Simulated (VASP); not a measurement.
Band structure of AgI (wurtzite). Level of theory: LDA (Ceperley-Alder, Perdew-Zunger) with spin-orbit coupling, VASP's LDA PAW potentials (set 64) (plane waves; VASP 6.6.1).

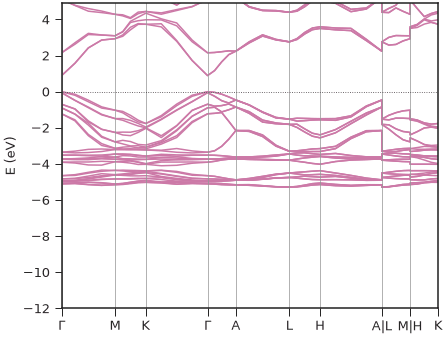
Figure: Bands along high-symmetry lines, zero at the valence-band maximum or, without a gap, the Fermi level

Problem. Read the plot: is there a gap, and where are the band edges?

Solution. The gap is direct, 0.89 eV, from the valence maximum at Γ to the conduction minimum at Γ.

The compound is AgI in the wurtzite structure. It was relaxed first, which changed the volume by -7 %.
